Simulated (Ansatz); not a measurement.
**CH4O3Si: basis-set convergence**

Aim: see how fast density functionals converge with the basis set for CH4O3Si.

Method: one geometry, several basis sets; program: Ansatz 0.2.0, Gaussian basis.

Levels to be run: PBE0-D4/def2-SVP; ωB97M-V/def2-SVP; PBE0-D4/def2-QZVPP; ωB97M-V/def2-QZVPP; the functionals' def2-TZVPP values are taken from earlier runs.

### 1 Structure used throughout

An earlier PBE0-D4 in a triple-zeta def2 set relaxation fixed the geometry.

SMILES `O[SiH]1OCO1`, 9 atoms, charge 0, spin multiplicity 1.

Atoms are counted from 1 here; the program's logs count them from 0.

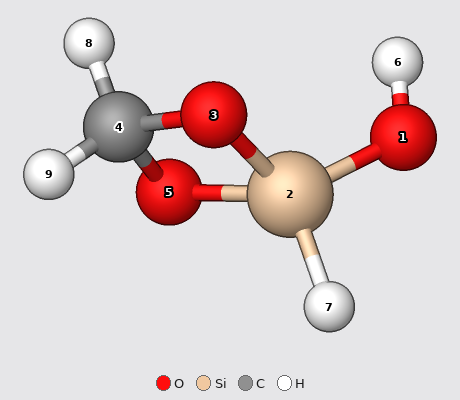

The structure; oxygen red, silicon light orange, carbon grey, hydrogen white; atoms are numbered from 1 in the order of the file.

### 2 PBE0-D4 in def2-SVP

in.yaml reads:

```yaml
crystal:
  periodic: [false, false, false]
  atoms:
    - {symbol: O, position_ang: [1.147612, -1.571389, 0.887848]}
    - {symbol: Si, position_ang: [-0.132921, -0.848714, 0.209934]}
    - {symbol: O, position_ang: [-0.591318, 0.637147, 0.803086]}
    - {symbol: C, position_ang: [-0.357300, 1.174506, -0.498672]}
    - {symbol: O, position_ang: [0.113868, 0.017455, -1.189562]}
    - {symbol: H, position_ang: [1.951045, -1.062276, 1.013844]}
    - {symbol: H, position_ang: [-1.162957, -1.896740, 0.171337]}
    - {symbol: H, position_ang: [0.406213, 1.958369, -0.472243]}
    - {symbol: H, position_ang: [-1.285842, 1.545242, -0.942573]}
basis:
  gaussian: {orbitals: def2-SVP}
hamiltonian: {xc: pbe0, dispersion: d4}
output: {orbitals: {seedname: orbitals}}
```

On the command line:

```bash
$ ansatz run in.yaml --threads 2 --pin off --events-out ev --progress --plain --max-ram 4352MiB
```

The runs that follow: ωB97M-V in def2-SVP; PBE0-D4 in def2-QZVPP; ωB97M-V in def2-QZVPP.

Q: Predict the results of all the runs planned. Wanted: PBE0-D4: double and triple zeta above quadruple; ωB97M-V: double and triple zeta above quadruple.

**Answer**, as computed:

| quantity | value |
| --- | --- |
| PBE0-D4: double and triple zeta above quadruple | 12.73, 0.70 eV |
| ωB97M-V: double and triple zeta above quadruple | 12.90, 0.66 eV |

PBE0-D4 gains 12.03 eV from double to triple zeta, then 0.70 eV more. Total energies overstate the basis error of differences, where much of it tends to cancel. The LUMO of ωB97M-V is positive and keeps falling with the basis (3.02 to 1.52 eV): an unbound level that the basis holds in place.
